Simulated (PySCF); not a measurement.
# Cl$_{2}$Mn, sextet: electronic structure

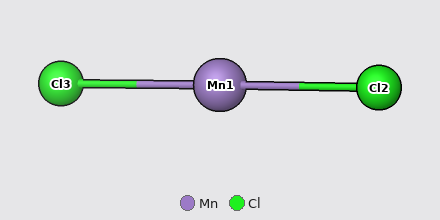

The molecule, with its atoms numbered as below. No frequency check shows the geometry to be a minimum.

Geometry (Å), atoms numbered from 1:

```
Mn1      0.0001   -0.0034    0.0000
Cl2     -1.9755    0.0025    0.0000
Cl3      1.9753    0.0025    0.0000
```

Part 1: Bonding charge

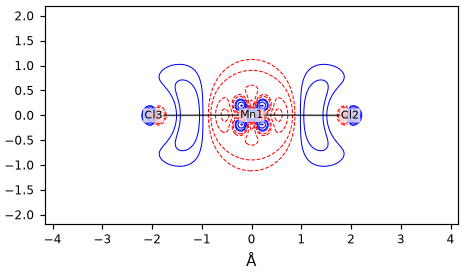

Deformation density (molecule less spherical, spin-averaged free atoms) in the molecular plane; contours at ±0.05 to ±0.8 e/Å³; solid blue lines: gain, dashed red lines: loss.

PySCF calculation, PBE0/def2-SVPD, gas phase; geometry: GFN2-xTB. This is a single-reference result, which may miss multireference character in this system. The stability of the open-shell solution wasn't checked. GFN2-xTB doesn't know the spin state, so this open-shell geometry is rough.

Question: How much density has each bond in this plane gained at its critical point, relative to the free atoms?

Answer: Mn1–Cl3 and Mn1–Cl2: +0.01 e/Å³ at the bond critical point (bond length 1.98 Å); up to 0.6 Å beside the axis the gain reaches +0.17 e/Å³. In all, 0.9 electrons gather in the regions of gain relative to the promolecule. A small or negative value marks a very polar bond, one between electron-rich atoms, whose free-atom densities already overlap strongly, a long bond to a heavier atom, or a closed-shell contact such as a hydrogen bond.

Question: Where do the Hirshfeld charges lie?

Answer: The highest Hirshfeld charge is on Mn1 (+0.70 e), the lowest on Cl2 and Cl3 (−0.35 e).

Part 2: Bond critical points

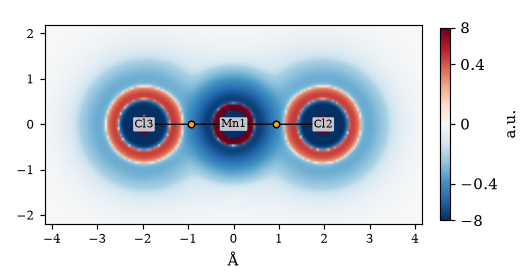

Negative Laplacian of the density (−∇²ρ) in the molecular plane (red positive, blue negative, colour scale in a.u., logarithmic beyond ±0.04), with bond paths and bond critical points (dots).

Question: At which bond critical points in this plane is charge locally concentrated, and at which depleted?

Answer: At none is it concentrated. Depleted (∇²ρ > 0): Mn1–Cl3 and Mn1–Cl2 (+0.56 a.u., H = −0.045). A positive Laplacian with negative H is typical of metal–ligand bonds.

Part 3: Local ionisation energy

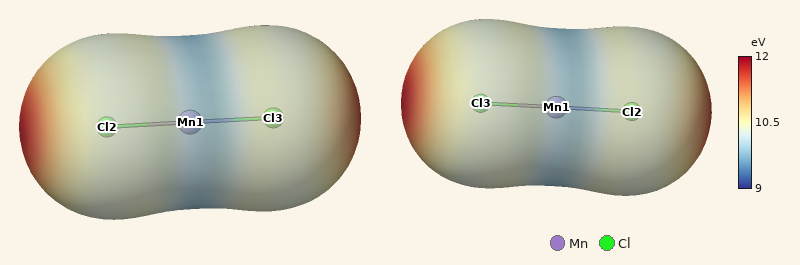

Average local ionisation energy on the surface of electron density 0.001 a.u. (back view left, front view right).

Question: Where are the most loosely bound electrons on this surface?

Answer: The lowest value is 9.8 eV, 2.0 Å from Mn1. Further minima include 10.3 eV, 2.1 Å from Cl2, and at like points elsewhere. For comparison, the highest occupied orbital lies at −8.3 eV.

Question: What volume does the surface enclose, and what is the dipole moment?

Answer: About 92 Å³; the dipole moment is 0.0 D.

Part 4: Spin density

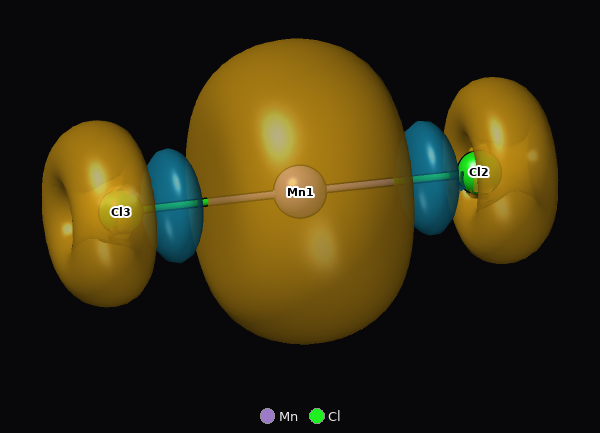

Spin density ρα − ρβ at ±0.02 e/Å³ (yellow: excess α, teal: excess β).

Question: How is the spin shared among the atoms?

Answer: Hirshfeld spin populations: Mn1 +4.58 and Cl2 and Cl3 +0.21. ⟨S²⟩ = 8.76, against 8.75 for a pure state. The picture also shows regions of β spin from spin polarisation; the Hirshfeld sums, whose atoms overlap, net them against the α spin of neighbours.

Part 5: In an electric field

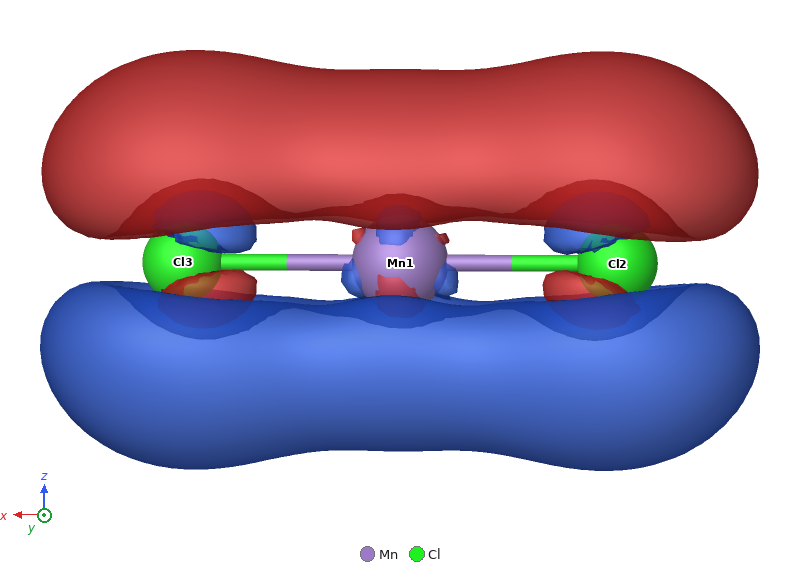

Change of the electron density in a uniform field of 0.51 V/Å, surfaces at ±0.002 e/Å³ (red: gain, blue: loss).

Method: B3LYP/def2-SVPD; geometry: GFN2-xTB; program: PySCF. This is a single-reference result, which may miss multireference character in this system. The stability of the open-shell solution wasn't checked. GFN2-xTB doesn't know the spin state, so this open-shell geometry is rough.

The field was applied in both directions; the picture shows the one opposite to the script's first.

Question: Along which Cartesian direction does the field point?

Answer: Along −z: electrons gather on the +z side, against the field.

Question: What dipole is induced, and what polarisability does it imply?

Answer: The induced dipole is 1.05 D (along the field); α along this axis, from the fields in both directions, is 41 bohr³ (6.1 Å³).

The PySCF runs shown took 70 s and 45 s on 1 thread of Arm Neoverse N1 (shared host).
